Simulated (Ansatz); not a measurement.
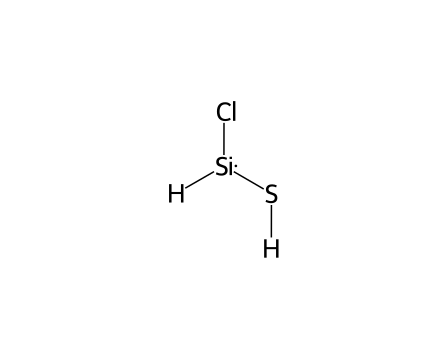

Skeletal drawing of a molecule. The species is neutral and a spin doublet.

Write the SMILES.

S[SiH]Cl

Give the formula, hydrogens included.

ClH2SSi.

An optimisation with PBE0-D4/def2-TZVP gave a structure of which point group?

C1.

More results for the same structure follow; atom numbers are the same in all pictures, views and colours differ. Computed geometry: PBE0-D4/def2-TZVP optimisation.

**Geometry**

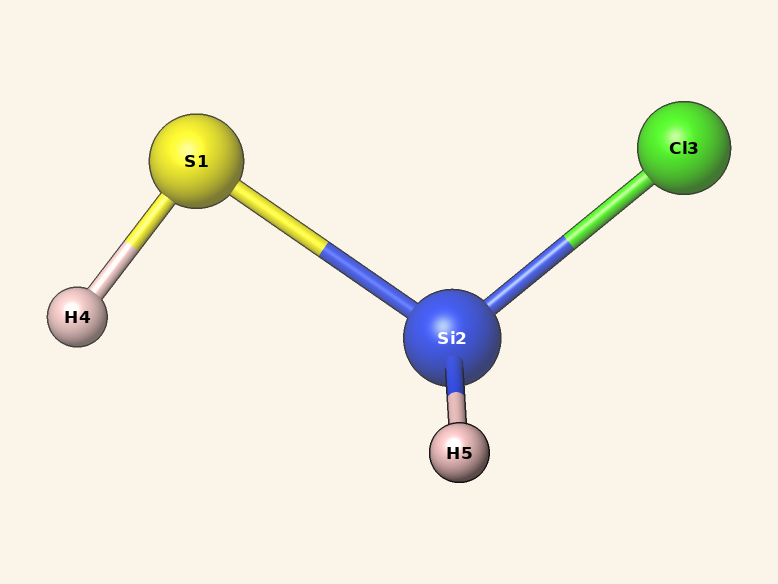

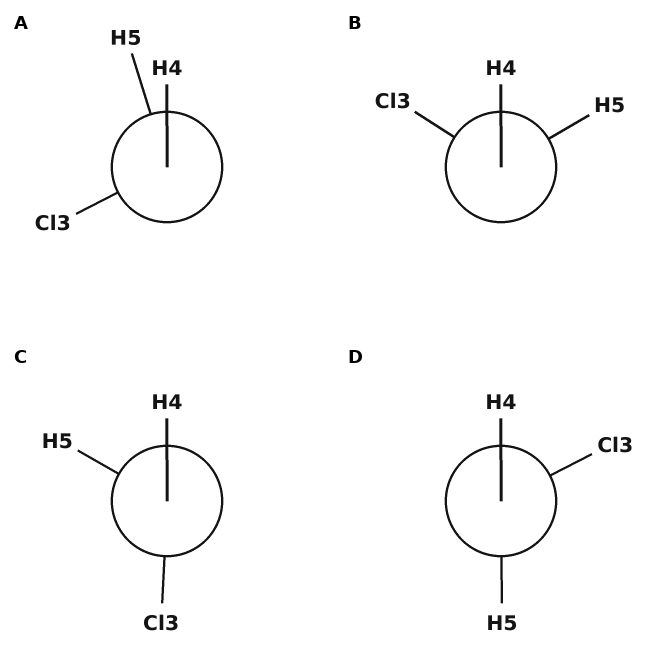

Depth is shown by fading: the farther an atom, the more it takes the colour of the background. Bonds that would overlap in a projection are set slightly apart.

Which Newman projection shows the view along S1–Si2, with S1 in front?

C. The torsion angle H4–S1–Si2–Cl3 is −177°, antiperiplanar (anti).

**Dipole moment**

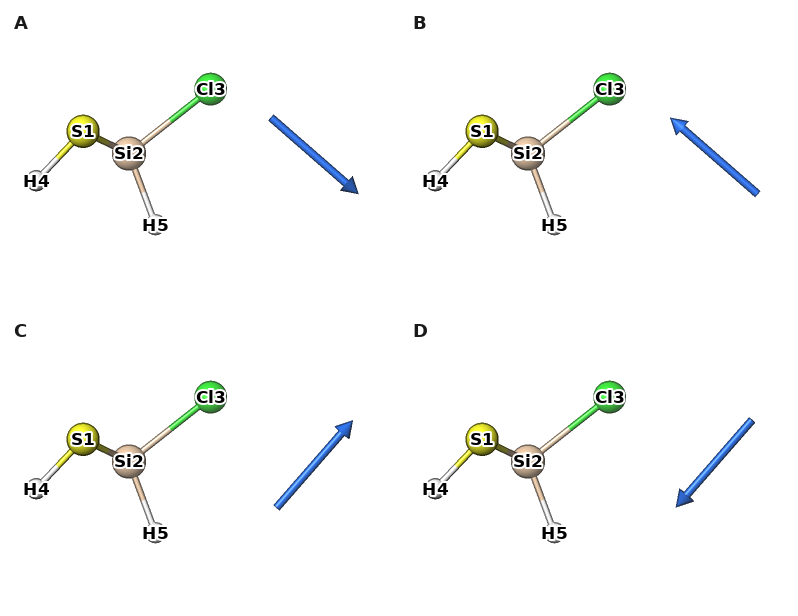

The same molecule four times, each with an arrow. Level of theory: UKS PBE0-D4/def2-TZVP (Ansatz 0.2.0).

Which arrow points along the dipole moment, from the negative to the positive end?

D. The dipole moment is 1.79 D; it points from the side of Cl3 to the side of H4 (the outermost atoms at the two ends).

**Electronic properties**

Method: UKS ωB97M-V/def2-SVP (Ansatz 0.2.0).

What is the HOMO energy (Kohn–Sham orbital)?

−7.91 eV.

What is the ⟨S²⟩ of the determinant?

0.752.

**Charges**

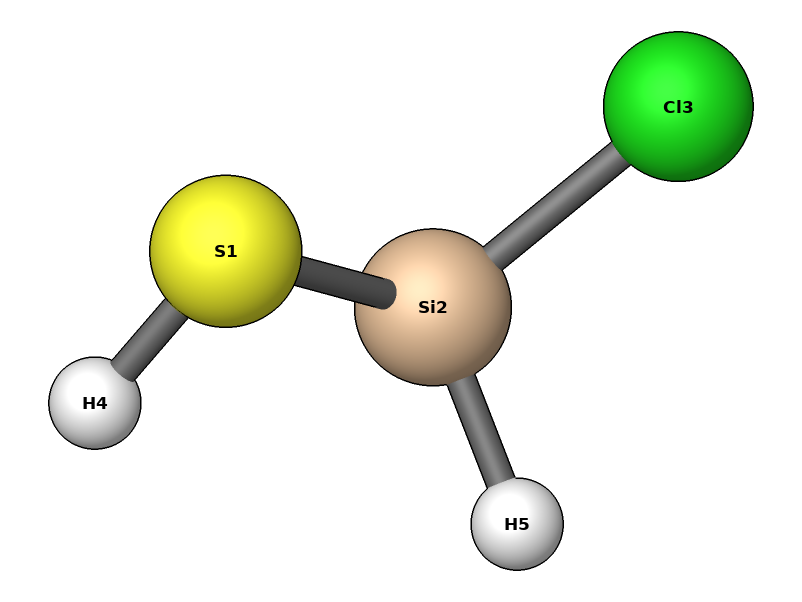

The questions are on Mulliken charges. Method: UKS B3LYP-D4/def2-TZVPP (Ansatz 0.2.0).

Give the Mulliken charges atom by atom.

```json
{"atom": "S1", "value (e)": "−0.20"}
{"atom": "Si2", "value (e)": "0.36"}
{"atom": "Cl3", "value (e)": "−0.23"}
{"atom": "H4", "value (e)": "0.11"}
{"atom": "H5", "value (e)": "−0.04"}
```

Mulliken values depend strongly on the basis set and can even reverse the polarity of a bond.
